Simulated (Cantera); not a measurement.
Input: 1 mol SiC, 0.013 mol N2O, 89 mol H2, equilibrated at 0.0133 bar.

Method: chemical equilibrium by Gibbs-energy minimisation in Cantera with the NASA 1993 tables (ideal gas, pure condensed phases). Candidate condensed phases: C, C6H6, C7H8, C8H18, H2O, Si, SiC, SiO2, Si2N2O, Si3N4; 151 gas species. Mutual solubility and eutectic melting of coexisting phases are not modelled. Equilibrium is a limit: real reactors are often held back by kinetics, nucleation or transport.

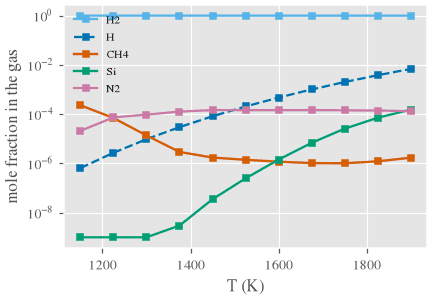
Figure. Equilibrium gas composition (values under 1e-9 drawn at 1e-9)

From 1150 K to 1375 K the condensed part is SiC(s) + Si2N2O(s). From 1450 K to 1900 K the condensed part is SiC(s). The main Si-bearing gas is SiO at 1150 K and Si at 1900 K.
